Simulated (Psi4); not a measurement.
# SiHBr (SMILES [SiH]Br): CCSD/def2-TZVP

Aim: the vertical ionisation energy of SiHBr at CCSD/def2-TZVP, from 2 runs. 

The results are computed with Psi4 1.11.

### 1 The structure to begin with

SiHBr has 3 atoms, charge 0, and is taken as a singlet. SMILES: `[SiH]Br`. Geometry: relaxed at PBE0-D4/def2-TZVP.

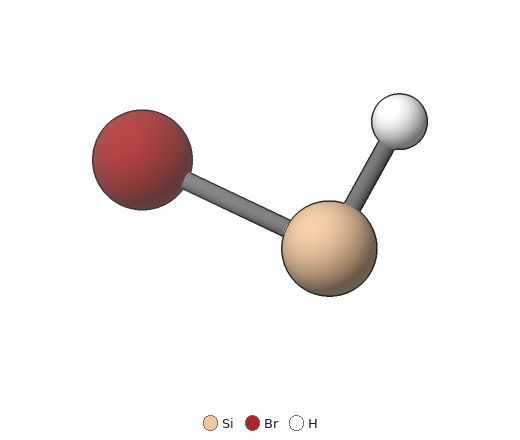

Viewed from a chosen angle; silicon light orange, bromine red, hydrogen white.

### 2 A single-point energy at CCSD/def2-TZVP

File input.inp:

```
memory 1600 MB

molecule geom {
  Si    -0.624700     0.521900    -0.296100
  Br     1.340900     0.401500     0.781400
  H     -0.727100    -0.988300    -0.498600
  symmetry c1
  no_reorient
  no_com
}

set {
  basis           def2-TZVP
  reference       rhf
  puream          true
  e_convergence   1e-09
  d_convergence   1e-08
  scf_type        pk
  num_frozen_docc 14
}

e = energy('ccsd')
```

The run is started by

```
$ psi4 -n 1 input.inp input.out
```

input.out:

```text
[...]
  Running in c1 symmetry.
[...]
  Nuclear repulsion =  126.973584171130412
[...]
  Multiplicity = 1
[...]
  Nalpha       = 25
  Nbeta        = 25
[...]
    Number of basis functions: 91
[...]
   @RHF iter   1: -2861.71023251988072   -1.96308e+00   1.33188e-02 DIIS/ADIIS
[...]
   @RHF iter  11: -2861.93171642074822   -1.81899e-12   4.74883e-09 DIIS
[...]
    Orbital Energies [Eh]
    ---------------------
    Doubly Occupied:
       1A   -490.016190     2A    -68.839921     3A    -65.159174
       4A    -58.513772     5A    -58.513465     6A    -58.513058
       7A     -9.832872     8A     -7.442598     9A     -7.440364
      10A     -7.438633    11A     -6.184038    12A     -4.285655
      13A     -4.285339    14A     -4.284090    15A     -3.184436
      16A     -3.183593    17A     -3.181467    18A     -3.178808
      19A     -3.178538    20A     -1.014309    21A     -0.662946
      22A     -0.489958    23A     -0.435235    24A     -0.433847
      25A     -0.346008
[...]
  @RHF Final Energy: -2861.93171642074822
   => Energetics <=
    Nuclear Repulsion Energy =            126.9735841711304118
    One-Electron Energy =               -4237.7339764131393167
    Two-Electron Energy =                1248.8286758212600489
    Total Energy =                      -2861.9317164207486712
[...]
 Multipole Moments:
 ------------------------------------------------------------------------------------
     Multipole            Electronic (a.u.)      Nuclear  (a.u.)        Total (a.u.)
 ------------------------------------------------------------------------------------
 L = 1.  Multiply by 2.5417464519 to convert [e a0] to [Debye]
 Dipole X            :        -71.2507748           70.7864950           -0.4642797
 Dipole Y            :        -38.5979283           38.4952330           -0.1026954
 Dipole Z            :        -43.1733967           42.9062317           -0.2671650
 Magnitude           :                                                    0.5454165
[...]
      * MP2 total energy                      = -2862.302129579145003
[...]
      * CCSD total energy                     = -2862.325932753436064
[...]
```

Wall time 16 s (1 thread of Intel Xeon Platinum 8488C (Sapphire Rapids), shared host); peak memory 0.59 GiB.

### 3 The doublet cation, same level

File calc.dat:

```
memory 1.6 GB

molecule geom {
  1 2
  Si
  Br 1 2.244791
  H 1 1.527153 2 93.97501
  symmetry c1
}

set basis def2-TZVP
set reference uhf
set puream true
set e_convergence 1e-09
set d_convergence 1e-08
set scf_type pk
set num_frozen_docc 14
set maxiter 200

e, wfn = energy('ccsd', return_wfn=True)
```

The run is started by

```
$ psi4 -i calc.dat -o calc.out -n 1
```

calc.out:

```text
[...]
  Running in c1 symmetry.
[...]
  Nuclear repulsion =  126.973573387480513
[...]
  Multiplicity = 2
[...]
  Nalpha       = 25
  Nbeta        = 24
[...]
    Number of basis functions: 91
[...]
   @UHF iter   1: -2861.34618537153938   -1.59903e+00   1.33877e-02 ADIIS/DIIS
[...]
   @UHF iter  18: -2861.61732426265735   -6.36646e-12   6.22575e-09 DIIS
[...]
   @S^2 Observed:                7.776370073E-01
[...]
    Orbital Energies [Eh]
    ---------------------
    Alpha Occupied:
       1A   -490.261189     2A    -69.156430     3A    -65.402441
       4A    -58.758387     5A    -58.756302     6A    -58.756121
       7A    -10.075656     8A     -7.687964     9A     -7.680841
      10A     -7.680340    11A     -6.496750    12A     -4.603693
      13A     -4.597736    14A     -4.594704    15A     -3.428277
      16A     -3.426251    17A     -3.425271    18A     -3.418984
      19A     -3.418942    20A     -1.252357    21A     -0.944777
      22A     -0.753682    23A     -0.690387    24A     -0.657184
      25A     -0.639033
    Alpha Virtual:
[...]
  @UHF Final Energy: -2861.61732426265735
   => Energetics <=
    Nuclear Repulsion Energy =            126.9735733874805135
    One-Electron Energy =               -4224.9411999757812737
    Two-Electron Energy =                1236.3503023256434972
    Total Energy =                      -2861.6173242626573483
  UHF NO Occupations:
  HONO-2 :   23  A 1.9946458
  HONO-1 :   24  A 1.9920091
[...]
 Multipole Moments:
 ------------------------------------------------------------------------------------
     Multipole            Electronic (a.u.)      Nuclear  (a.u.)        Total (a.u.)
 ------------------------------------------------------------------------------------
 L = 1.  Multiply by 2.5417464519 to convert [e a0] to [Debye]
 Dipole X            :          1.4472449           -1.5344713           -0.0872264
 Dipole Y            :         -4.0844122            6.7627357            2.6783235
 Dipole Z            :         -0.0000000            0.0000000           -0.0000000
 Magnitude           :                                                    2.6797435
[...]
      * MP2 total energy                      = -2861.962183585090315
[...]
      * CCSD total energy                     = -2861.982959526269951
[...]
```

Run time: 49 s. Hardware: 1 thread of Intel Xeon Platinum 8488C (Sapphire Rapids), shared host; peak memory 0.59 GiB.

### 4 Summary of results

Level: CCSD/def2-TZVP, 14 core orbitals frozen.

```
                                                                  quantity           value
                                               singlet SiHBr: total energy  -2862.32593 Eh
                        singlet SiHBr: HOMO energy (Hartree–Fock orbitals)        -9.42 eV
                        singlet SiHBr: LUMO energy (Hartree–Fock orbitals)         0.07 eV
                      singlet SiHBr: HOMO–LUMO gap (Hartree–Fock orbitals)         9.49 eV
               singlet SiHBr: correlation energy (14 core orbitals frozen)      -394.2 mEh
                                              singlet SiHBr: T1 diagnostic           0.011
                                              doublet cation: total energy  -2861.98296 Eh
doublet cation: HOMO energy (Hartree–Fock orbitals) (highest over α and β)       -17.39 eV
 doublet cation: LUMO energy (Hartree–Fock orbitals) (lowest over α and β)        -7.72 eV
              doublet cation: correlation energy (14 core orbitals frozen)      -365.6 mEh
                         doublet cation: ⟨S²⟩ of the reference determinant           0.778
                                             doublet cation: T1 diagnostic           0.036
                        vertical ionisation energy (to the doublet cation)        9.333 eV
```

In words: The vertical ionisation energy comes to 9.33 eV (215 kcal/mol).
